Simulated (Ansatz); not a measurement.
**CH5ClOSi: single points with varied inputs**

How do the results and run time of CH5ClOSi respond when the settings are drawn wide?

Method: the settings change from run to run; program: Ansatz 0.2.0, Gaussian basis.

## (1) The relaxed structure

An earlier PBE0-D4 in a triple-zeta def2 set relaxation fixed the geometry.

SMILES `OC[SiH2]Cl`, 9 atoms, charge 0, spin multiplicity 1.

Atoms are counted from 1 here; the program's logs count them from 0.

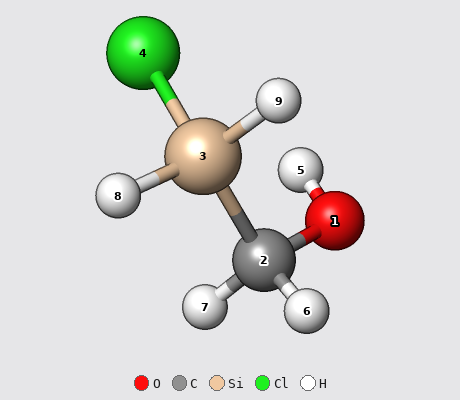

The structure; oxygen red, carbon grey, silicon light orange, chlorine green, hydrogen white; atoms are numbered from 1 in the order of the file.

## (2) r2SCAN/ANO-RCC-VTZP

This run has atoms shaken by 0.15 Å, D3(BJ) dispersion.

Contents of in.yaml:

```yaml
crystal:
  periodic: [false, false, false]
  atoms:
    - {symbol: O, position_ang: [-0.064256, 1.559973, -0.742887]}
    - {symbol: C, position_ang: [0.451808, 0.343634, -0.513673]}
    - {symbol: Si, position_ang: [-0.379378, -0.667435, 0.917262]}
    - {symbol: Cl, position_ang: [-1.618907, -1.369961, -0.666692]}
    - {symbol: H, position_ang: [-1.054433, 1.173685, -1.163177]}
    - {symbol: H, position_ang: [1.670684, 1.217401, 0.439208]}
    - {symbol: H, position_ang: [1.220917, 0.114927, -1.229587]}
    - {symbol: H, position_ang: [0.514918, -1.940681, 0.669978]}
    - {symbol: H, position_ang: [-0.666983, -0.231337, 2.388608]}
basis:
  gaussian: {orbitals: ANO-RCC-VTZP}
hamiltonian: {xc: {name: r2SCAN}, dispersion: d3bj}
output: {forces: true}
```

Run with:

```console
$ ansatz run in.yaml --threads 2 --pin off --events-out ev --progress --plain --max-ram 4352MiB
```

What it wrote, shortened:

```text
Warning: the engine holds no damping parameters fitted to this dispersion correction and functional, so the run takes those fitted to r2scan beside the three-body term, which d3bj leaves out (hamiltonian.dispersion, under Limitations)
Functional definition: r2SCAN
  name "r2SCAN"
  cite "Furness, Kaplan, Ning, Perdew & Sun, J. Phys. Chem. Lett. 11, 8208 (2020) doi:10.1021/acs.jpclett.0c02405"
  cite "Furness, Kaplan, Ning, Perdew & Sun, J. Phys. Chem. Lett. 11, 9248 (2020) doi:10.1021/acs.jpclett.0c03077"
  parent r2scan
[...]
1392 factors; their error is unknown
[...]
mean field -23618.05786516 eV, -867.9476176499 hartree, gradient 8.8e-5 eV, S^2 0.000000; 0 other end points of the search recorded, 0 dependent functions left out
[...]
reference -23618.05789027 eV, -867.9476185729 hartree; 25, 25 occupied and 173, 173 virtual orbitals, 1392 factors
Total energy: -23618.11730559 eV, -867.9498020456 hartree
Relativity: scalar
Atom 0 at    -0.064256     1.559973    -0.742887 Å, force    -6.499631    -0.709615    -3.236128 eV/Å
Atom 1 at     0.451808     0.343634    -0.513673 Å, force     4.118162     2.715663     5.240126 eV/Å
Atom 2 at    -0.379378    -0.667435     0.917262 Å, force     2.904165    -1.756856    -2.597250 eV/Å
Atom 3 at    -1.618907    -1.369961    -0.666692 Å, force    -1.654631     0.035774     0.590350 eV/Å
Atom 4 at    -1.054433     1.173685    -1.163177 Å, force     3.152144     2.352331     1.283360 eV/Å
Atom 5 at     1.670684     1.217401     0.439208 Å, force    -1.363051    -2.169606    -0.956631 eV/Å
Atom 6 at     1.220917     0.114927    -1.229587 Å, force     0.155618    -1.276315    -0.236580 eV/Å
Atom 7 at     0.514918    -1.940681     0.669978 Å, force    -0.561550     0.957715     1.374311 eV/Å
Atom 8 at    -0.666983    -0.231337     2.388608 Å, force    -0.251227    -0.149093    -1.461558 eV/Å
Dipole moment:    -0.228286    -0.125602     0.222986 e Å
```

It took 14 s on 2 threads of Arm Neoverse V1, shared host.

Largest force 7.295 eV/Å, dipole 1.65 D.

## (3) PBE0/STO-3G

Set apart from the defaults: D3(BJ) dispersion.

Contents of in.yaml:

```yaml
crystal:
  periodic: [false, false, false]
  atoms:
    - {symbol: O, position_ang: [-0.200601, 1.578336, -0.712233]}
    - {symbol: C, position_ang: [0.674534, 0.526527, -0.347247]}
    - {symbol: Si, position_ang: [-0.189027, -0.786834, 0.687699]}
    - {symbol: Cl, position_ang: [-1.850504, -1.367100, -0.396948]}
    - {symbol: H, position_ang: [-0.967029, 1.194716, -1.150033]}
    - {symbol: H, position_ang: [1.479333, 0.973990, 0.245002]}
    - {symbol: H, position_ang: [1.150681, 0.064769, -1.224379]}
    - {symbol: H, position_ang: [0.665576, -1.981147, 0.901222]}
    - {symbol: H, position_ang: [-0.674463, -0.249457, 1.979715]}
basis:
  gaussian: {orbitals: STO-3G}
hamiltonian: {xc: {name: PBE0}, dispersion: d3bj}
output: {forces: true}
```

Same command.

What it wrote, shortened:

```text
Functional definition: PBE0
  name "PBE0"
  cite "Adamo & Barone, J. Chem. Phys. 110, 6158 (1999) doi:10.1063/1.478522"
  cite "Perdew, Burke & Ernzerhof, Phys. Rev. Lett. 77, 3865 (1996) doi:10.1103/PhysRevLett.77.3865"
  parent pbe
[...]
409 factors; integrals over basis functions are off by at most 3.1e-5 eV
[...]
mean field -23287.59318469 eV, -855.8032646397 hartree, gradient 4.7e-5 eV, S^2 0.000000; 0 other end points of the search recorded, 0 dependent functions left out
[...]
reference -23287.59320042 eV, -855.8032652177 hartree; 25, 25 occupied and 8, 8 virtual orbitals, 409 factors
Total energy: -23287.76475719 eV, -855.8095698130 hartree
Atom 0 at    -0.200601     1.578336    -0.712233 Å, force     1.910246     3.545995     1.242597 eV/Å
Atom 1 at     0.674534     0.526527    -0.347247 Å, force    -0.203125    -0.978106     0.015861 eV/Å
Atom 2 at    -0.189027    -0.786834     0.687699 Å, force     1.012607    -0.642369     1.596418 eV/Å
Atom 3 at    -1.850504    -1.367100    -0.396948 Å, force    -0.651770    -0.188893    -0.440313 eV/Å
Atom 4 at    -0.967029     1.194716    -1.150033 Å, force    -2.320998    -1.961621    -1.465695 eV/Å
Atom 5 at     1.479333     0.973990     0.245002 Å, force     0.281308     0.212136     0.211670 eV/Å
Atom 6 at     1.150681     0.064769    -1.224379 Å, force     0.267301    -0.335520    -0.300686 eV/Å
Atom 7 at     0.665576    -1.981147     0.901222 Å, force    -0.572284     0.668532    -0.097685 eV/Å
Atom 8 at    -0.674463    -0.249457     1.979715 Å, force     0.276716    -0.320154    -0.762168 eV/Å
Dipole moment:     0.397715    -0.065493     0.213652 e Å
```

It took 0.8 s on 2 threads of Arm Neoverse V1, shared host.

Largest force 4.215 eV/Å, dipole 2.19 D.

## (4) revPBE0/STO-3G

in.yaml, as its differences from that of step 3:

```diff
@@ -14,3 +14,3 @@
   gaussian: {orbitals: STO-3G}
-hamiltonian: {xc: {name: PBE0}, dispersion: d3bj}
+hamiltonian: {xc: {name: revPBE0}}
 output: {forces: true}
```

Same command.

What it wrote, shortened:

```text
Functional definition: revPBE0
  name "revPBE0"
  cite "Zhang & Yang, Phys. Rev. Lett. 80, 890 (1998) doi:10.1103/PhysRevLett.80.890"
  cite "Adamo & Barone, J. Chem. Phys. 110, 6158 (1999) doi:10.1063/1.478522"
  cite "Perdew, Burke & Ernzerhof, Phys. Rev. Lett. 77, 3865 (1996) doi:10.1103/PhysRevLett.77.3865"
[...]
409 factors; integrals over basis functions are off by at most 3.1e-5 eV
[...]
mean field -23294.32370195 eV, -856.0506065868 hartree, gradient 4.6e-5 eV, S^2 0.000000; 0 other end points of the search recorded, 0 dependent functions left out
[...]
reference -23294.32372147 eV, -856.0506073043 hartree; 25, 25 occupied and 8, 8 virtual orbitals, 409 factors
Total energy: -23294.32372147 eV, -856.0506073043 hartree
Atom 0 at    -0.200601     1.578336    -0.712233 Å, force     1.861967     3.726206     1.218066 eV/Å
Atom 1 at     0.674534     0.526527    -0.347247 Å, force    -0.127211    -1.029967     0.027002 eV/Å
Atom 2 at    -0.189027    -0.786834     0.687699 Å, force     1.029297    -0.683651     1.662219 eV/Å
Atom 3 at    -1.850504    -1.367100    -0.396948 Å, force    -0.766323    -0.257823    -0.490558 eV/Å
Atom 4 at    -0.967029     1.194716    -1.150033 Å, force    -2.365181    -1.963722    -1.505544 eV/Å
Atom 5 at     1.479333     0.973990     0.245002 Å, force     0.335179     0.242811     0.236749 eV/Å
Atom 6 at     1.150681     0.064769    -1.224379 Å, force     0.308408    -0.355820    -0.353470 eV/Å
Atom 7 at     0.665576    -1.981147     0.901222 Å, force    -0.542472     0.629003    -0.081865 eV/Å
Atom 8 at    -0.674463    -0.249457     1.979715 Å, force     0.266336    -0.307037    -0.712599 eV/Å
Dipole moment:     0.394977    -0.062627     0.211787 e Å
```

Wall time 0.8 s (2 threads of Arm Neoverse V1, shared host).

Largest force 4.340 eV/Å, dipole 2.17 D.

## (5) BCCD(T)/6-31G*

This run has unrestricted orbitals, atoms shaken by 0.03 Å, finite nuclei, relativity set to none, high accuracy.

Contents of in.yaml:

```yaml
crystal:
  periodic: [false, false, false]
  atoms:
    - {symbol: O, position_ang: [-0.218605, 1.603906, -0.772419]}
    - {symbol: C, position_ang: [0.616477, 0.557000, -0.378243]}
    - {symbol: Si, position_ang: [-0.198884, -0.782558, 0.690648]}
    - {symbol: Cl, position_ang: [-1.813244, -1.382056, -0.428206]}
    - {symbol: H, position_ang: [-0.995706, 1.195029, -1.247590]}
    - {symbol: H, position_ang: [1.445957, 0.979872, 0.272478]}
    - {symbol: H, position_ang: [1.091654, 0.079439, -1.232088]}
    - {symbol: H, position_ang: [0.669942, -2.002235, 0.918212]}
    - {symbol: H, position_ang: [-0.649314, -0.251153, 2.021037]}
basis:
  gaussian: {orbitals: "6-31G*", nuclear_model: gaussian}
magnetization: {spin_polarized: true, initial_magnetization: 0}
hamiltonian: {xc: {name: HF}, pseudopotentials: {relativity: none}}
correlation: {method: bccd_t}
accuracy: high
```

Launched as before.

What it wrote, shortened:

```text
Functional definition: HF
  name "HF"
  cite "Fock, Z. Phys. 61, 126 (1930) doi:10.1007/BF01340294"
  parent pbe
[...]
1733 factors; integrals over basis functions are off by at most 3.6e-9 eV
[...]
mean field -23512.27436311 eV, -864.0601456522 hartree, gradient 7.2e-8 eV, S^2 0.000000; 0 other end points of the search recorded, 0 dependent functions left out
12 core orbitals not correlated: weight in the atoms' cores, before any rotation towards them, 1.000 or more for the frozen orbitals, at most 0.000 for the correlated occupied ones
reference -23512.27436311 eV, -864.0601456522 hartree; 13, 13 occupied and 53, 53 virtual orbitals, 1733 factors
second order -14.06984356 eV of doubles, -0.00000000 eV of singles
cycle   1  -14.81617606 eV  change   -7.5e-1 eV  update   8.3e-2
[...]
cycle  21  -15.25596459 eV  change  -1.5e-10 eV  update   2.1e-9
perturbative correction -0.39160767 eV, -0.0143913163 hartree
Total energy: -23527.92193536 eV, -864.6351833262 hartree
```

Run time: 27 s. Hardware: 2 threads of Arm Neoverse V1, shared host; peak memory 0.87 GiB.

⟨S²⟩ 0.000.

## (6) wB97X-V/STO-3G

Set apart from the defaults: charge +1, multiplicity 2.

Contents of in.yaml:

```yaml
crystal:
  periodic: [false, false, false]
  atoms:
    - {symbol: O, position_ang: [-0.200601, 1.578336, -0.712233]}
    - {symbol: C, position_ang: [0.674534, 0.526527, -0.347247]}
    - {symbol: Si, position_ang: [-0.189027, -0.786834, 0.687699]}
    - {symbol: Cl, position_ang: [-1.850504, -1.367100, -0.396948]}
    - {symbol: H, position_ang: [-0.967029, 1.194716, -1.150033]}
    - {symbol: H, position_ang: [1.479333, 0.973990, 0.245002]}
    - {symbol: H, position_ang: [1.150681, 0.064769, -1.224379]}
    - {symbol: H, position_ang: [0.665576, -1.981147, 0.901222]}
    - {symbol: H, position_ang: [-0.674463, -0.249457, 1.979715]}
basis:
  gaussian: {orbitals: STO-3G}
total_charge: 1
magnetization: {spin_polarized: true, initial_magnetization: 1}
hamiltonian: {xc: {name: wB97X-V}}
output: {forces: true}
```

Launched as before.

What it wrote, shortened:

```text
Functional definition: wB97X-V
  name "wB97X-V"
  cite "Mardirossian & Head-Gordon, Phys. Chem. Chem. Phys. 16, 9904 (2014) doi:10.1039/C3CP54374A"
  cite "Becke, J. Chem. Phys. 107, 8554 (1997) doi:10.1063/1.475007"
  cite "Vydrov & Van Voorhis, J. Chem. Phys. 133, 244103 (2010) doi:10.1063/1.3521275"
[...]
      + integral(e_c_pw_opposite_spin*poly(b97_u_opposite, cos0, cos1)) + vv10(b, c)
408 factors; integrals over basis functions are off by at most 3.1e-5 eV
162 factors; integrals over basis functions are off by at most 1.9e-6 eV
[...]
mean field -23286.68672153 eV, -855.7699527331 hartree, gradient 8.0e-5 eV, S^2 0.752102; 2 other end points of the search recorded, 0 dependent functions left out
[...]
reference -23286.68672046 eV, -855.7699526938 hartree; 25, 24 occupied and 8, 9 virtual orbitals, 408 factors
Total energy: -23286.68672046 eV, -855.7699526938 hartree
Atom 0 at    -0.200601     1.578336    -0.712233 Å, force     2.961446     2.246608     2.425947 eV/Å
Atom 1 at     0.674534     0.526527    -0.347247 Å, force     1.126558     0.897520    -0.206280 eV/Å
Atom 2 at    -0.189027    -0.786834     0.687699 Å, force    -0.848147    -2.546482     2.683197 eV/Å
Atom 3 at    -1.850504    -1.367100    -0.396948 Å, force    -0.075743     0.299307    -0.399325 eV/Å
Atom 4 at    -0.967029     1.194716    -1.150033 Å, force    -3.617514    -1.805701    -2.722957 eV/Å
Atom 5 at     1.479333     0.973990     0.245002 Å, force     0.395891     0.409067     0.343647 eV/Å
Atom 6 at     1.150681     0.064769    -1.224379 Å, force    -0.220011    -0.617452    -0.761916 eV/Å
Atom 7 at     0.665576    -1.981147     0.901222 Å, force    -0.143863     0.968616    -0.456741 eV/Å
Atom 8 at    -0.674463    -0.249457     1.979715 Å, force     0.421383     0.148517    -0.905573 eV/Å
Dipole moment:     0.868300     0.749744    -0.072832 e Å
```

Run time: 6 s. Hardware: 2 threads of Arm Neoverse V1, shared host.

Largest force 4.875 eV/Å, ⟨S²⟩ 0.752.

(Part 1 of 2 ends here.)
